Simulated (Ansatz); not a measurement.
The starting structures come from a database of crystals and need not be the phases stable at ambient conditions.

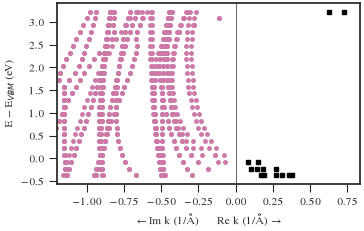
Complex bands at the centre of the two-dimensional zone; r2SCAN in Ansatz (a first-principles code)

The gap is the functional's own. No spin-orbit coupling. Mid-gap values are interpolated on the energy grid.

**Question.** This is YSF (P6_3/mmc, not sure to be the ambient phase, 12 atoms a cell, 19.6 Å³ an atom) along the normal of (101). Read off the slowest decay at the centre of the two-dimensional zone at 1.43 eV, the computed energy nearest the middle of the gap.

**Answer.** κ ≈ 0.28 1/Å, a decay length 1/(2κ) of the density of 1.8 Å.
